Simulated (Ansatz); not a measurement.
Results of rVV10 (Ansatz, a first-principles code, plane waves, PAW) for chalcopyrite ZnSnAs2.

Settings: plane-wave cutoff 520 eV, 8×8×8 k mesh, Fermi–Dirac smearing 0.01 eV, scalar-relativistic PAW data made under PBE.

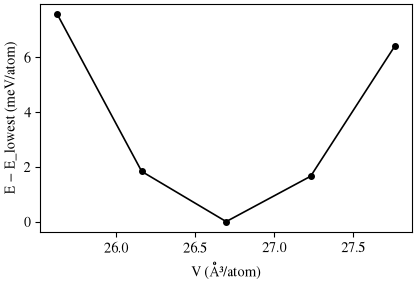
*Total energy against volume*

### Question
From the curve, estimate the equilibrium volume and the bulk modulus.

### Answer
V0 ≈ 26.7 Å³/atom and B0 ≈ 52 GPa; the fit gives V0 = 26.699 Å³/atom, B0 = 52.2 GPa, B′ = 4.7.

Shape and atoms are relaxed at each volume.

Note: the gap of the solid is closed in this run; the volume lies 7 % above that of the published cell; this level leaves the solid without a gap, although one is measured; the bulk modulus comes from volumes at which shape and atoms were relaxed.

Spin–orbit coupling is not included; it can open a gap where bands touch, and shift volumes and moduli.

The computed numbers hold no vibrational or temperature effects.

It cost roughly 19 core-minutes of CPU time.
